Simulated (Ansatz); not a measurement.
**AlPNH+ (quartet): one geometry, many settings**

What do other methods and options give for AlPNH+ (quartet) at this geometry, and how long do they take?

Computed with Ansatz 0.2.0, Gaussian basis. Level: the settings change from run to run.

29 further runs of the same task are left out: 10 for a known fault of the program, 9 that didn't finish, 10 set aside as unsound or not needed.

## Step 1: The system

The geometry is a PBE0/def2-TZVP stationary point (not a proven minimum) of the parent state, kept for this charge and spin.

4 atoms, charge 1, spin multiplicity 4.

Atoms are counted from 1 here; the program's logs count them from 0.

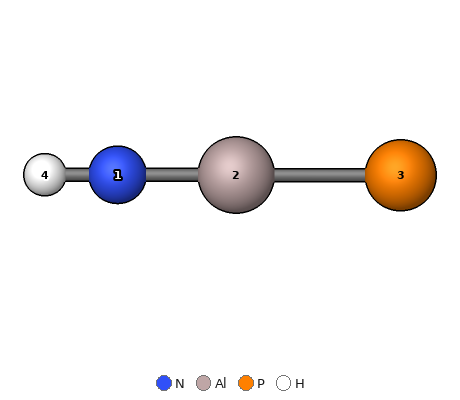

The structure; nitrogen blue, aluminium light grey, phosphorus orange, hydrogen white; atoms are numbered from 1 in the order of the file.

## Step 2: CCSD(T) on ROHF/STO-3G

Contents of in.yaml:

```yaml
crystal:
  periodic: [false, false, false]
  atoms:
    - {symbol: N, position_ang: [0.000000, 0.000000, 1.130338]}
    - {symbol: Al, position_ang: [0.000000, 0.000000, -0.499668]}
    - {symbol: P, position_ang: [0.000000, 0.000000, -2.759714]}
    - {symbol: H, position_ang: [0.000000, 0.000000, 2.129045]}
basis:
  gaussian: {orbitals: STO-3G}
total_charge: 1
magnetization: {spin_polarized: false, initial_magnetization: 3}
correlation: {method: ccsd_t, electrons: all, diis_vectors: 12}
accuracy: high
output: {forces: true}
```

The run is started by

```
ansatz run in.yaml --threads 1 --pin off --events-out ev --progress --plain --max-ram 2393MiB
```

Output, shortened:

```text
Functional definition: HF
  name "HF"
  cite "Fock, Z. Phys. 61, 126 (1930) doi:10.1007/BF01340294"
  parent pbe
[...]
413 factors; integrals over basis functions are off by at most 1.1e-8 eV
[...]
mean field -17144.45590909 eV, -630.0471337296 hartree, gradient 7.5e-8 eV, S^2 3.750000; 3 other end points of the search recorded, 0 dependent functions left out
[...]
determinant -17144.45590909 eV, -630.0471337296 hartree, with singles and doubles -17147.04541008 eV, -630.1422961356 hartree
determinant -17140.18642056 eV, -629.8902329199 hartree, with singles and doubles -17144.49939744 eV, -630.0487318970 hartree
reference -17144.45590909 eV, -630.0471337296 hartree; 19, 16 occupied and 5, 8 virtual orbitals, 413 factors
second order -1.92023010 eV of doubles, -0.05855172 eV of singles
cycle   1  -2.59003432 eV  change   -5.3e-4 eV  update   1.7e-3
[...]
cycle  23  -2.59197676 eV  change  -1.6e-10 eV  update  8.1e-10
perturbative correction -0.11251008 eV, -0.0041346692 hartree
[...]
Total energy: -17147.16039594 eV, -630.1465217879 hartree
Atom 0 at     0.000000     0.000000     1.130338 Å, force     0.000000    -0.000000    -0.750967 eV/Å
Atom 1 at     0.000000     0.000000    -0.499668 Å, force    -0.000000    -0.000000    -2.184423 eV/Å
Atom 2 at     0.000000     0.000000    -2.759714 Å, force    -0.000000    -0.000000    -0.028053 eV/Å
Atom 3 at     0.000000     0.000000     2.129045 Å, force    -0.000000     0.000000     2.963443 eV/Å
Dipole moment:     0.000000     0.000000     0.386381 e Å
```

Run time: 3.9 s. Hardware: 1 thread of Arm Neoverse V2, shared host.

From the report: correlation -2.7045 eV; T1 0.018; largest double amplitude 0.12.

## Step 3: MP2 on ROHF/cc-pVDZ

in.yaml: that of step 2 with these lines changed.

```diff
@@ -8,7 +8,5 @@
 basis:
-  gaussian: {orbitals: STO-3G}
+  gaussian: {orbitals: cc-pVDZ}
 total_charge: 1
 magnetization: {spin_polarized: false, initial_magnetization: 3}
-correlation: {method: ccsd_t, electrons: all, diis_vectors: 12}
-accuracy: high
-output: {forces: true}
+correlation: {method: mp2, electrons: outside_noble_gas}
```

The command is unchanged.

Output, shortened:

```text
Functional definition: HF
  name "HF"
  cite "Fock, Z. Phys. 61, 126 (1930) doi:10.1007/BF01340294"
  parent pbe
[...]
554 factors; integrals over basis functions are off by at most 1.3e-3 eV
[...]
mean field -17343.88120277 eV, -637.3758780969 hartree, gradient 2.0e-6 eV, S^2 3.750000; 2 other end points of the search recorded, 0 dependent functions left out
[...]
11 core orbitals not correlated: weight in the atoms' cores, before any rotation towards them, 1.000 or more for the frozen orbitals, at most 0.000 for the correlated occupied ones
reference -17343.88120277 eV, -637.3758780969 hartree; 8, 5 occupied and 36, 39 virtual orbitals, 554 factors
second order -6.60783122 eV of doubles, -0.14108393 eV of singles
Total energy: -17350.63011792 eV, -637.6238961540 hartree
```

Wall time 2.2 s (1 thread of Arm Neoverse V2, shared host).

## Step 4: MP2 on ROHF/6-31G

in.yaml: that of step 3 with these lines changed.

```diff
@@ -8,5 +8,6 @@
 basis:
-  gaussian: {orbitals: cc-pVDZ}
+  gaussian: {orbitals: 6-31G}
 total_charge: 1
 magnetization: {spin_polarized: false, initial_magnetization: 3}
-correlation: {method: mp2, electrons: outside_noble_gas}
+correlation: {method: mp2, electrons: all}
+output: {forces: true}
```

Same command.

Output, shortened:

```text
Functional definition: HF
  name "HF"
  cite "Fock, Z. Phys. 61, 126 (1930) doi:10.1007/BF01340294"
  parent pbe
[...]
442 factors; integrals over basis functions are off by at most 2.2e-4 eV
[...]
mean field -17341.40779943 eV, -637.2849822005 hartree, gradient 2.4e-6 eV, S^2 3.750000; 3 other end points of the search recorded, 0 dependent functions left out
[...]
reference -17341.40779943 eV, -637.2849822005 hartree; 19, 16 occupied and 18, 21 virtual orbitals, 442 factors
second order -3.70157312 eV of doubles, -0.05429722 eV of singles
[...]
Total energy: -17345.16366977 eV, -637.4230078897 hartree
Atom 0 at     0.000000     0.000000     1.130338 Å, force     0.000000     0.000000     4.288305 eV/Å
Atom 1 at     0.000000     0.000000    -0.499668 Å, force    -0.000000    -0.000000    -3.075580 eV/Å
Atom 2 at     0.000000     0.000000    -2.759714 Å, force    -0.000000    -0.000000    -1.846249 eV/Å
Atom 3 at     0.000000     0.000000     2.129045 Å, force     0.000000    -0.000000     0.633524 eV/Å
Dipole moment:    -0.000000     0.000000     0.518043 e Å
```

It took 1.5 s on 1 thread of Arm Neoverse V2, shared host.

## Step 5: CCSD on UHF/STO-3G

in.yaml: that of step 4 with these lines changed.

```diff
@@ -8,6 +8,6 @@
 basis:
-  gaussian: {orbitals: 6-31G}
+  gaussian: {orbitals: STO-3G, point_charges: [{charge: -0.50, position_ang: [4.457, 0.479, 0.371]}]}
 total_charge: 1
-magnetization: {spin_polarized: false, initial_magnetization: 3}
-correlation: {method: mp2, electrons: all}
-output: {forces: true}
+magnetization: {spin_polarized: true, initial_magnetization: 3}
+correlation: {method: ccsd, electrons: outside_noble_gas}
+scf: {lower_state_search: light}
```

Same command.

Output, shortened:

```text
Functional definition: HF
  name "HF"
  cite "Fock, Z. Phys. 61, 126 (1930) doi:10.1007/BF01340294"
  parent pbe
[...]
264 factors; integrals over basis functions are off by at most 4.2e-5 eV
[...]
mean field -17146.14280341 eV, -630.1091259523 hartree, gradient 2.0e-6 eV, S^2 3.781254; 7 other end points of the search recorded, 0 dependent functions left out
determinant -17146.14280341 eV, -630.1091259523 hartree, with singles and doubles -17148.37602317 eV, -630.1911952648 hartree
determinant -17146.10994280 eV, -630.1079183473 hartree, with singles and doubles -17148.34077172 eV, -630.1898997980 hartree
determinant -17146.14280341 eV, -630.1091259523 hartree, with singles and doubles -17148.37865192 eV, -630.1912918696 hartree
determinant -17146.10994280 eV, -630.1079183473 hartree, with singles and doubles -17148.34340124 eV, -630.1899964310 hartree
11 core orbitals not correlated: weight in the atoms' cores, before any rotation towards them, 0.999 or more for the frozen orbitals, at most 0.000 for the correlated occupied ones
reference -17146.14280341 eV, -630.1091259523 hartree; 8, 5 occupied and 5, 8 virtual orbitals, 264 factors
second order -1.64695780 eV of doubles, -0.00000000 eV of singles
cycle   1  -2.23584787 eV  change    6.4e-7 eV  update   5.0e-6
Total energy: -17148.37865128 eV, -630.1912918460 hartree
```

Wall time 0.96 s (1 thread of Arm Neoverse V2, shared host).

From the report: ⟨S²⟩ of the determinant 3.781 (pure quartet: 3.75); correlation -2.2358 eV; T1 0.023; largest double amplitude 0.11.

## Step 6: CCSD/cc-pVDZ

in.yaml: that of step 5 with these lines changed.

```diff
@@ -8,6 +8,7 @@
 basis:
-  gaussian: {orbitals: STO-3G, point_charges: [{charge: -0.50, position_ang: [4.457, 0.479, 0.371]}]}
+  gaussian: {orbitals: cc-pVDZ}
 total_charge: 1
 magnetization: {spin_polarized: true, initial_magnetization: 3}
+hamiltonian: {xc: {name: PBE}}
 correlation: {method: ccsd, electrons: outside_noble_gas}
-scf: {lower_state_search: light}
+scf: {omitted_lower_state_checks: [cluster_reference]}
```

Same command.

Output, shortened:

```text
Functional definition: PBE
  name "PBE"
  cite "Perdew, Burke & Ernzerhof, Phys. Rev. Lett. 77, 3865 (1996) doi:10.1103/PhysRevLett.77.3865"
  parent pbe
[...]
554 factors; integrals over basis functions are off by at most 1.3e-3 eV
[...]
mean field -17371.05516724 eV, -638.3745028720 hartree, gradient 9.2e-6 eV, S^2 3.758047; 5 other end points of the search recorded, 0 dependent functions left out
11 core orbitals not correlated: weight in the atoms' cores, before any rotation towards them, 1.000 or more for the frozen orbitals, at most 0.000 for the correlated occupied ones
reference -17343.42108128 eV, -637.3589689440 hartree; 8, 5 occupied and 36, 39 virtual orbitals, 554 factors
second order -6.96003212 eV of doubles, -0.38380784 eV of singles
cycle   1  -7.72451308 eV  change   -3.9e-1 eV  update   8.2e-2
[...]
cycle  11  -8.03280876 eV  change   -7.6e-6 eV  update   8.8e-6
Total energy: -17351.45389004 eV, -637.6541692212 hartree
Checks for a lower state left out: cluster_reference
```

It took 7.5 s on 1 thread of Arm Neoverse V2, shared host.

From the report: ⟨S²⟩ of the determinant 3.758 (pure quartet: 3.75); correlation -8.0328 eV; T1 0.024; largest double amplitude 0.06. The orbitals are Kohn-Sham ones, so correlation energy and T1 don't compare with those on Hartree-Fock orbitals.

## Step 7: BCCD/cc-pVDZ

in.yaml: that of step 6 with these lines changed.

```diff
@@ -11,4 +11,4 @@
 magnetization: {spin_polarized: true, initial_magnetization: 3}
-hamiltonian: {xc: {name: PBE}}
-correlation: {method: ccsd, electrons: outside_noble_gas}
-scf: {omitted_lower_state_checks: [cluster_reference]}
+hamiltonian: {xc: {name: PBE}, pseudopotentials: {relativity: scalar}}
+correlation: {method: bccd, electrons: outside_noble_gas}
+scf: {lower_state_search: full}
```

The command is unchanged.

Output, shortened:

```text
Functional definition: PBE
  name "PBE"
  cite "Perdew, Burke & Ernzerhof, Phys. Rev. Lett. 77, 3865 (1996) doi:10.1103/PhysRevLett.77.3865"
  parent pbe
[...]
554 factors; integrals over basis functions are off by at most 1.3e-3 eV
[...]
mean field -17402.36773488 eV, -639.5252185085 hartree, gradient 1.0e-5 eV, S^2 3.758025; 13 other end points of the search recorded, 0 dependent functions left out
11 core orbitals not correlated: weight in the atoms' cores, before any rotation towards them, 1.000 or more for the frozen orbitals, at most 0.000 for the correlated occupied ones
reference -17374.76359763 eV, -638.5107851750 hartree; 8, 5 occupied and 36, 39 virtual orbitals, 554 factors
second order -6.96515763 eV of doubles, -0.38530409 eV of singles
cycle   1  -7.76238580 eV  change   -4.2e-1 eV  update   8.2e-2
[...]
cycle  12  -8.05143983 eV  change   -3.1e-6 eV  update   7.4e-6
Total energy: -17382.81503745 eV, -638.8066701312 hartree
Relativity: scalar
```

Wall time 15 s (1 thread of Arm Neoverse V2, shared host).

From the report: ⟨S²⟩ of the determinant 3.758 (pure quartet: 3.75); correlation -8.0514 eV; largest double amplitude 0.06.

## Step 8: The runs in one table

Where basis and cores are those of an earlier UCCSDT(Q)/cc-pVDZ run (-17351.9020 eV), and the state is the same kind, the miss against it is given.

| level | correlated | functions | energy (eV) | from UCCSDT(Q) (meV) | time |
| --- | --- | --- | --- | --- | --- |
| CCSD(T) on ROHF/STO-3G | all | 24 | -17147.1604 |  | 3.9 s |
| MP2 on ROHF/cc-pVDZ | outside noble gas | 55 | -17350.6301 | 1271.9 | 2.2 s |
| MP2 on ROHF/6-31G | all | 37 | -17345.1637 |  | 1.5 s |
| CCSD on UHF/STO-3G (beside a point charge) | outside noble gas | 24 | -17148.3787 |  | 0.96 s |
| CCSD/cc-pVDZ (on PBE orbitals) | outside noble gas | 55 | -17351.4539 | 448.1 | 7.5 s |
| BCCD/cc-pVDZ (on PBE orbitals, relativity set) | outside noble gas | 55 | -17382.8150 |  | 15 s |

## Step 9: Results

```
quantity                                                 value
    runs                                                     6
quickest    CCSD on UHF/STO-3G (beside a point charge), 0.96 s
 slowest  BCCD/cc-pVDZ (on PBE orbitals, relativity set), 15 s
```

**Reading.** Total energies in different bases, with other cores or another treatment of relativity can't be set against each other. BCCD/cc-pVDZ (on PBE orbitals, relativity set) took 15 times as long as CCSD on UHF/STO-3G (beside a point charge); the jobs differ in more than the method. Among the correlated runs with a miss given, it spans +448 to +1272 meV. Cores frozen from Kohn-Sham orbitals shift the total energy.
